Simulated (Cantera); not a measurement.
Charge: 1 mol SiO2, 9 mol H2, 74 mol N2, at 1 atm.

Equilibrium computed with Cantera from the NASA thermochemical tables; the gas is ideal and each condensed phase is pure. Candidate condensed phases: H2O, Si, SiO2, Si2N2O, Si3N4; 35 gas species. The tables hold silica as quartz up to 1696 K and as liquid above; real silica turns to tridymite and cristobalite and melts near 1996 K. Equilibrium is a limit: real reactors are often held back by kinetics, nucleation or transport.

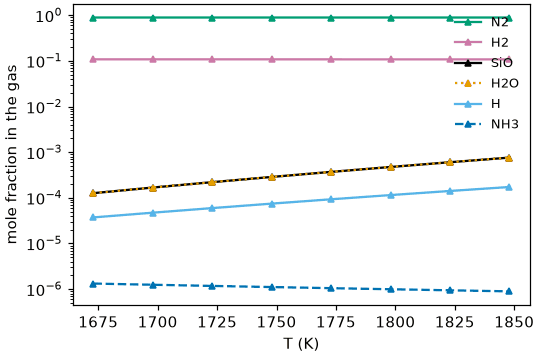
Fig. 1. Equilibrium gas composition (values under 1e-9 drawn at 1e-9)

Q: Read off the mole fractions at 1798 K.

A: N2 about 0.89, H2 about 0.11, SiO about 0.00047, H2O about 0.00047, H about 0.00011, NH3 about 9.9e-7.
